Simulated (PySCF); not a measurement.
## A study: C2H5F, SMILES `CCF`

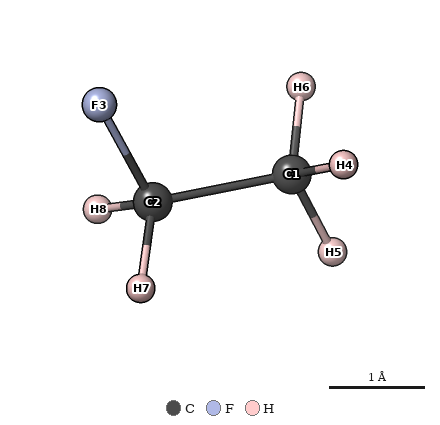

The molecule, with its atoms numbered as below. No frequency check shows the geometry to be a minimum.

Coordinates in Å:

```
C1       1.1975    0.2147    0.0003
C2      -0.1184   -0.5400    0.0002
F3      -1.1744    0.3414    0.0002
H4       1.2694    0.8430    0.8834
H5       2.0215   -0.4929   -0.0022
H6       1.2673    0.8462   -0.8832
H7      -0.2303   -1.1602    0.8947
H8      -0.2324   -1.1569   -0.8982
```

## 1. Bonding charge

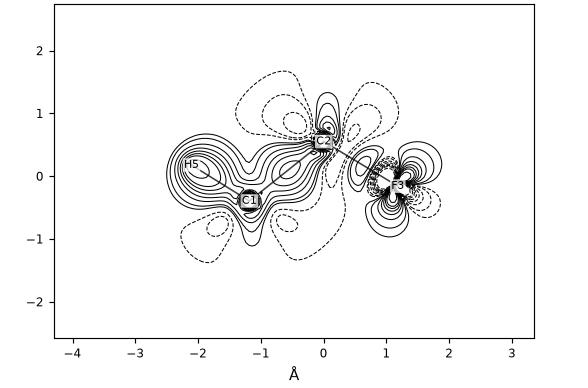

Deformation density (molecule less spherical, spin-averaged free atoms) in the plane of C1, C2, F3 and H5; contours at ±0.05 to ±0.8 e/Å³; solid lines: gain, dashed lines: loss.

Computed with PySCF, ωB97X/def2-TZVP, geometry: GFN2-xTB.

**Describe the bonding that the map shows.**

C1–H5: +0.72 e/Å³ at the bond critical point (bond length 1.09 Å, Mayer order 1.0). C1–C2: +0.54 e/Å³ at the bond critical point (bond length 1.52 Å, Mayer order 1.0). C2–F3: −0.06 e/Å³ at the bond critical point (bond length 1.38 Å, Mayer order 1.0); up to 0.6 Å beside the axis the gain reaches +0.25 e/Å³. In all, 1.8 electrons gather in the regions of gain relative to the promolecule. A small or negative value marks a very polar bond, one between electron-rich atoms, whose free-atom densities already overlap strongly, a long bond to a heavier atom, or a closed-shell contact such as a hydrogen bond.

**Where do the Hirshfeld charges lie?**

The highest Hirshfeld charge is on H5 (+0.05 e), the lowest on C1 (−0.13 e).

```csv
atom,charge (e)
C1,−0.13
C2,+0.02
F3,−0.13
H4,+0.05
H5,+0.05
H6,+0.05
H7,+0.05
H8,+0.05
```

## 2. Bond critical points

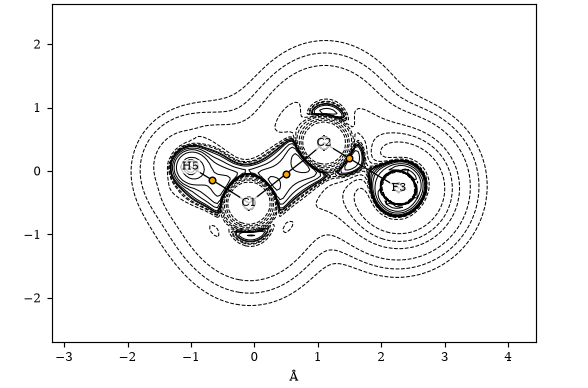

Negative Laplacian of the density (−∇²ρ) in the plane of C1, C2, F3 and H5 (solid lines positive, dashed lines negative, contours at ±0.02 to ±8 a.u.), with bond paths and bond critical points (dots).

**Sort the bonds in the plane by the sign of ∇²ρ at their critical points.**

Concentrated (∇²ρ < 0): C1–H5 (−0.96 a.u.); C1–C2 (−0.68 a.u.); C2–F3 (−0.11 a.u.). At none is it depleted.

**Where along C2–F3 does the critical point lie?**

0.46 Å from C2 and 0.92 Å from F3.

## 3. Local ionisation energy

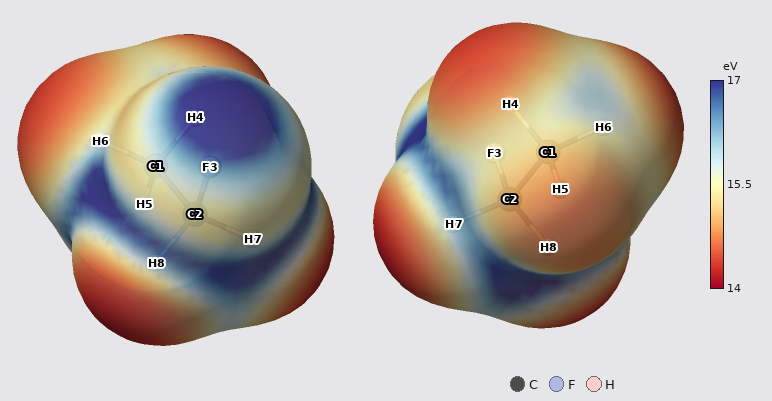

Average local ionisation energy on the surface of electron density 0.001 a.u. (back view left, front view right).

**Locate the minima of the map.**

The lowest value is 14.2 eV, 1.4 Å from H8, and at like points elsewhere. Further minima include 14.7 eV, 1.4 Å from H5; 15.3 eV, 1.7 Å from F3. For comparison, the highest occupied orbital lies at −11.9 eV.

## 4. In an electric field

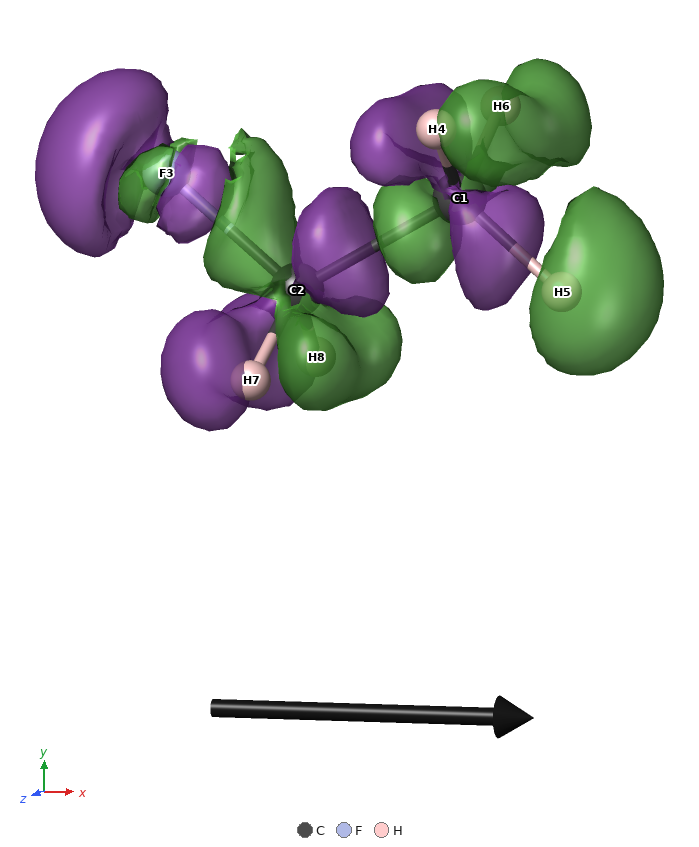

Change of the electron density in a uniform field of 0.21 V/Å along +x (arrow), surfaces at ±0.002 e/Å³ (purple: gain, green: loss).

PySCF calculation, ωB97X/def2-TZVP, gas phase; geometry: GFN2-xTB. A basis without diffuse functions makes polarisabilities too small.

**How large is the response?**

The induced dipole is 0.28 D (along the field); α along this axis, from the fields in both directions, is 28 bohr³ (4.1 Å³).

**Which atoms gain and lose the most charge?**

Electrons gather most on F3 (Hirshfeld charge changes by −0.008 e) and leave H5 most (+0.007 e); 0.030 electrons are displaced in all.

## 5. Removing or adding an electron

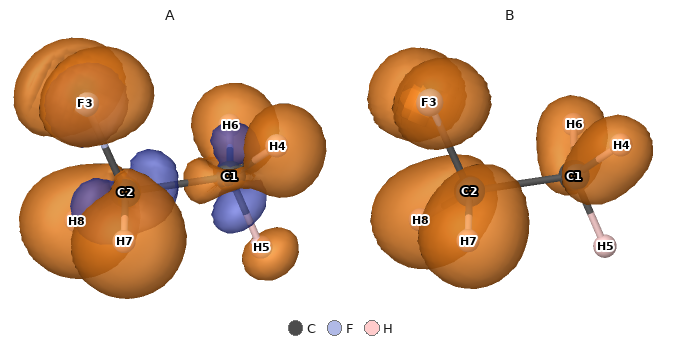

The Fukui function f⁻ from two separate SCF calculations and the density of the HOMO, at ±0.03 e/Å³ (orange positive, blue negative).

**Which panel is which, and how good is the frozen-orbital picture?**

A is f⁻ (it has negative regions), B the HOMO density. The HOMO lies on F3 (35 %), C2 (23 %) and H7 and H8 (12 % each); f⁻ (Hirshfeld-condensed) is largest on F3 (0.26), H7 and H8 (0.15 each) and C2 (0.14); the vertical ionisation energy is 12.25 eV. Relaxation shifts 18 % of the electron between atoms. The orbital energy is −11.87 eV.

The PySCF runs shown took 8.8 s, 18 s and 80 s on 1 thread of Intel(R) Xeon(R) Platinum 8375C CPU @ 2.90GHz (Ice Lake) (shared host).
